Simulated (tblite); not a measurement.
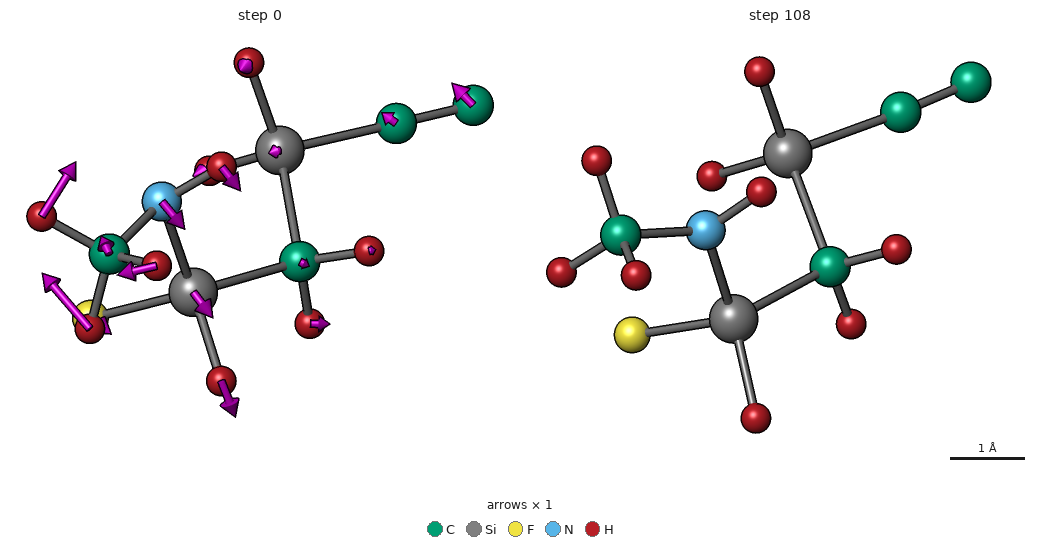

The structure of C$_{4}$H$_{9}$FNSi$_{2}$ (multiplicity 2) before (left) and after (right) a relaxation, at one scale. The purple arrows give the displacements, at their true length.

Style: ball-and-stick. Shown from a free direction.

All numbers below come from GFN2-xTB geometry optimisation, gas phase (tblite). 

**What changed between the two?**

After 108 geometry steps the energy has fallen by 16.8 kcal/mol. The atom that moves furthest after the best rigid fit is an H atom (1.05 Å). Largest moves by element: H 1.05 Å, N 0.51 Å, Si 0.47 Å, C 0.44 Å, F 0.41 Å. Near-neighbour distances that change, for instance: F–Si 1.685 → 1.615 Å, N–Si 1.778 → 1.710 Å, C–Si 1.854 → 1.902 Å, C–Si 1.832 → 1.875 Å. Bond angles that change, for instance: Si–N–C 106.0° → 123.6°, N–Si–H 106.2° → 118.4°, C–Si–N 115.3° → 107.9°. The run took 1.5 s on 1 thread of Intel(R) Xeon(R) Processor @ 2.70GHz, on a shared host.
